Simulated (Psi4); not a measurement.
# MP2/def2-SVP (density fitting, density fitting for correlation, sweep point 7) run of GaF (SMILES [F][Ga])

Aim: the vertical ionisation energy of GaF at MP2/def2-SVP (density fitting, density fitting for correlation, sweep point 7), from 2 runs. 

The results are computed with Psi4 1.11.

4 further runs of the same task are left out: 4 set aside as unsound or not needed.

## 1. Starting point

GaF has 2 atoms, charge 0, and is taken as a singlet. SMILES: `[F][Ga]`. Geometry: relaxed at PBE0-D4/def2-TZVP.

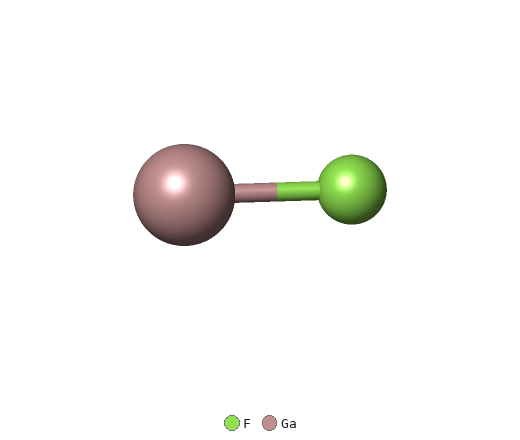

Viewed from a chosen angle; fluorine green, gallium pink.

## 2. The energy at MP2/def2-SVP (density fitting, density fitting for correlation, sweep point 7)

The input, calc.py:

```python
import psi4

psi4.set_memory(1600000000)
psi4.set_num_threads(1)
psi4.set_output_file('output.dat', False)

mol = psi4.geometry("""
F      0.00000000     0.00000000     0.01190527
Ga     0.00000000     0.00000000     3.38799548
units bohr
symmetry c1
""")

psi4.set_options({
    'basis': 'def2-SVP',
    'puream': True,
    'scf_type': 'df',
    'num_frozen_docc': 10,
    'd_convergence': 1e-10,
    'e_convergence': 1e-10,
})

E = psi4.energy("mp2")
print(f'total energy {E:.8f} hartree = {E * 27.211386:.5f} eV')
```

On the command line:

```bash
$ python calc.py
```

output.dat, shortened:

```text
[...]
  Running in c1 symmetry.
[...]
  Nuclear repulsion =   82.639971874448236
[...]
  Multiplicity = 1
[...]
  Nalpha       = 20
  Nbeta        = 20
[...]
    Number of basis functions: 46
[...]
   @DF-RHF iter   1: -2021.30536277314309   -3.85667e+00   4.58321e-02 ADIIS/DIIS
[...]
   @DF-RHF iter  13: -2022.41124275358766    4.54747e-13   5.11123e-11 DIIS
[...]
    Orbital Energies [Eh]
    ---------------------
    Doubly Occupied:
       1A   -378.794225     2A    -48.163969     3A    -42.502956
       4A    -42.502956     5A    -42.501125     6A    -26.207075
       7A     -6.406913     8A     -4.499580     9A     -4.499580
      10A     -4.494581    11A     -1.466546    12A     -1.210491
      13A     -1.210491    14A     -1.206058    15A     -1.206058
      16A     -1.200995    17A     -0.627815    18A     -0.572911
      19A     -0.572911    20A     -0.365164
[...]
  @DF-RHF Final Energy: -2022.41124275358766
   => Energetics <=
    Nuclear Repulsion Energy =             82.6399718744482357
    One-Electron Energy =               -2989.6776286835274732
    Two-Electron Energy =                 884.6264140554916366
    Total Energy =                      -2022.4112427535874303
[...]
 Multipole Moments:
 ------------------------------------------------------------------------------------
     Multipole            Electronic (a.u.)      Nuclear  (a.u.)        Total (a.u.)
 ------------------------------------------------------------------------------------
 L = 1.  Multiply by 2.5417464519 to convert [e a0] to [Debye]
 Dipole X            :          0.0000000            0.0000000            0.0000000
 Dipole Y            :          0.0000000            0.0000000            0.0000000
 Dipole Z            :          2.0551567           -1.2049111            0.8502456
 Magnitude           :                                                    0.8502456
[...]
```

Standard output:

```text
total energy -2022.79065803 hartree = -55042.93739 eV
```

Run time: 2.7 s. Hardware: 1 thread of Intel Xeon at 2.70GHz, shared host; peak memory 0.2 GiB.

## 3. The doublet cation

The input, job.py:

```python
import psi4

psi4.set_memory(1600000000)
psi4.set_num_threads(1)
psi4.core.set_output_file('run.log', False)

molecule = psi4.geometry("""
1 2
F      0.00000000     0.00000000     0.01190527
Ga     0.00000000     0.00000000     3.38799548
units au
symmetry c1
""")

options = {'reference': 'uhf', 'puream': True, 'scf_type': 'df', 'num_frozen_docc': 10, 'd_convergence': 1e-10, 'e_convergence': 1e-10, 'maxiter': 100}
psi4.set_options(options)

result = psi4.energy("mp2/def2-SVP")
print('E =', round(result, 9))
```

On the command line:

```bash
$ python job.py
```

run.log, shortened:

```text
[...]
  Running in c1 symmetry.
[...]
  Nuclear repulsion =   82.639971874448236
[...]
  Multiplicity = 2
[...]
  Nalpha       = 20
  Nbeta        = 19
[...]
    Number of basis functions: 46
[...]
   @DF-UHF iter   1: -2021.07537462434834   -3.62668e+00   4.48230e-02 ADIIS/DIIS
[...]
   @DF-UHF iter  18: -2022.06685116927542   -1.13687e-12   2.78707e-11 DIIS
[...]
   @S^2 Observed:                7.627224396E-01
[...]
    Orbital Energies [Eh]
    ---------------------
    Alpha Occupied:
       1A   -379.160303     2A    -48.526147     3A    -42.865141
       4A    -42.865141     5A    -42.863113     6A    -26.505960
       7A     -6.772612     8A     -4.864465     9A     -4.864465
      10A     -4.858650    11A     -1.760049    12A     -1.575143
      13A     -1.575143    14A     -1.568980    15A     -1.568980
      16A     -1.559653    17A     -0.925693    18A     -0.851744
      19A     -0.851744    20A     -0.724133
    Alpha Virtual:
      21A     -0.222459    22A     -0.222459    23A     -0.110195
      24A     -0.016668    25A      0.147289    26A      0.147289
[...]
  @DF-UHF Final Energy: -2022.06685116927542
   => Energetics <=
    Nuclear Repulsion Energy =             82.6399718744482357
    One-Electron Energy =               -2976.1308272437618143
    Two-Electron Energy =                 871.4240042000380981
    Total Energy =                      -2022.0668511692754237
  UHF NO Occupations:
  HONO-2 :   18  A 1.9998463
  HONO-1 :   19  A 1.9940833
[...]
 Multipole Moments:
 ------------------------------------------------------------------------------------
     Multipole            Electronic (a.u.)      Nuclear  (a.u.)        Total (a.u.)
 ------------------------------------------------------------------------------------
 L = 1.  Multiply by 2.5417464519 to convert [e a0] to [Debye]
 Dipole X            :         -0.0000000            0.0000000           -0.0000000
 Dipole Y            :         -0.0000000            0.0000000           -0.0000000
 Dipole Z            :          3.0995358           -1.2049111            1.8946247
 Magnitude           :                                                    1.8946247
[...]
```

The script printed:

```text
E = -2022.424389963
```

Run time: 5.1 s. Hardware: 1 thread of Intel Xeon at 2.70GHz, shared host; peak memory 0.2 GiB.

## 4. What came out

Level: MP2/def2-SVP (density fitting, density fitting for correlation, sweep point 7), 10 core orbitals frozen.

| quantity | value |
| --- | --- |
| singlet GaF: total energy | -2022.79066 Eh |
| singlet GaF: HOMO energy (Hartree–Fock orbitals) | -9.94 eV |
| singlet GaF: LUMO energy (Hartree–Fock orbitals) | 1.26 eV |
| singlet GaF: HOMO–LUMO gap (Hartree–Fock orbitals) | 11.20 eV |
| singlet GaF: correlation energy (10 core orbitals frozen) | -379.4 mEh |
| doublet cation: total energy | -2022.42439 Eh |
| doublet cation: HOMO energy (Hartree–Fock orbitals) (highest over α and β) | -19.70 eV |
| doublet cation: LUMO energy (Hartree–Fock orbitals) (lowest over α and β) | -8.86 eV |
| doublet cation: correlation energy (10 core orbitals frozen) | -357.5 mEh |
| doublet cation: ⟨S²⟩ of the reference determinant | 0.763 |
| vertical ionisation energy (to the doublet cation) | 9.967 eV |

The vertical ionisation energy comes to 9.97 eV (230 kcal/mol).
